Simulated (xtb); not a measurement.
# CH3NO: geometry relaxation (part 3 of 3)

Continued. System: CH3NO (Nitrosomethane). Method: GFN1-xTB (xtb 6.7.1 later snapshot). The atoms were displaced at random from an optimised geometry.

Geometry of the input (Å):
```
C  -0.1547  0.3180  -0.2697
N  -0.1220  -0.8329  0.5916
O  1.0162  -1.0711  1.0351
H  -0.4009  -0.0041  -1.2675
H  -1.0354  0.7510  0.1481
H  0.7112  0.8994  -0.2721
```

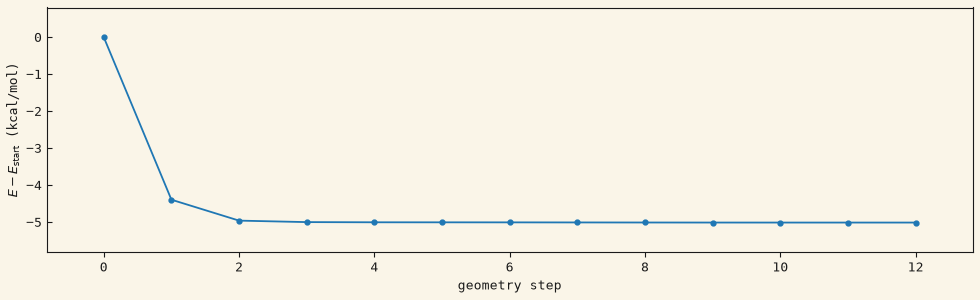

*Progress of the relaxation, step by step (steps are counted from 0).*

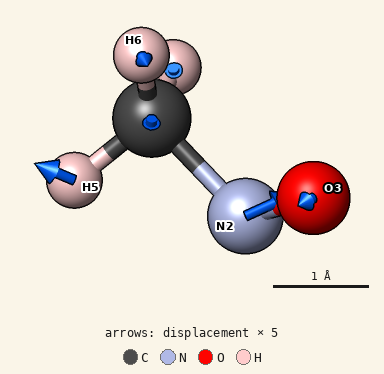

*The starting structure with the displacements as blue arrows, magnified 5 times (ball-and-stick view, seen at a tilt). The two geometries are laid on each other by the best rigid fit.*

Over 12 geometry steps the energy falls by 5.01 kcal/mol. The largest move after the best rigid fit is that of N2, 0.12 Å. Largest moves by element: N 0.12 Å, H 0.10 Å, O 0.05 Å, C 0.04 Å. Distances before and after: C1–H6 1.043 → 1.088 Å, N2–O3 1.245 → 1.203 Å, C1–N2 1.438 → 1.466 Å, C1–H5 1.067 → 1.087 Å. Among the angles that change: N2–C1–H5 96.3° → 106.3°, H5–C1–H6 117.4° → 112.0°, N2–C1–H6 115.4° → 110.9°. (Atoms are counted from 1 in the order of the input.)

Key numbers:

```csv
quantity,value
outcome,converged
electrons treated,18
total energy,−11.509296 hartree
dispersion energy,−0.000995 hartree
basis functions,18
HOMO,−11.53 eV
LUMO,−9.61 eV
dipole moment,3.33 D
peak memory,0.076 GiB
```

Remarks:

Settings chosen away from the usual ones: method = gfn1-xtb; task = optimise; opt_level = vtight; x = {}; partner = base.
